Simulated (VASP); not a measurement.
Band structure of LaS (space group Fm-3m). All values below come from PBEsol GGA, VASP's PBE PAW potentials (set 64) (plane waves; VASP).

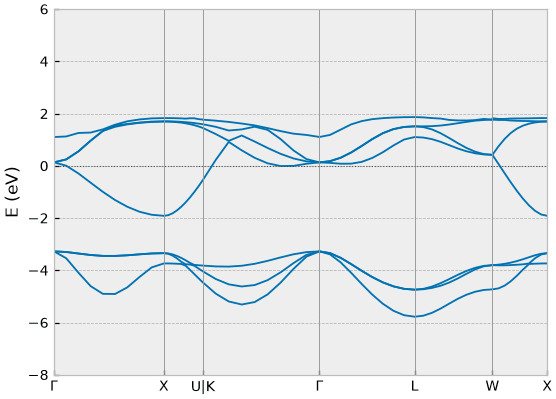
Fig. 1. Bands along high-symmetry lines, zero at the valence-band maximum or, without a gap, the Fermi level

Q: Read the plot: is there a gap, and where are the band edges?

A: It has no gap at this level: it comes out as a metal or semimetal.

The structure comes from a computed database's LaS entry (Fm-3m); how it stands against other phases isn't given here. The cell was not relaxed at this level. The electron count is odd and the run is not spin-polarised, which forces a metal.
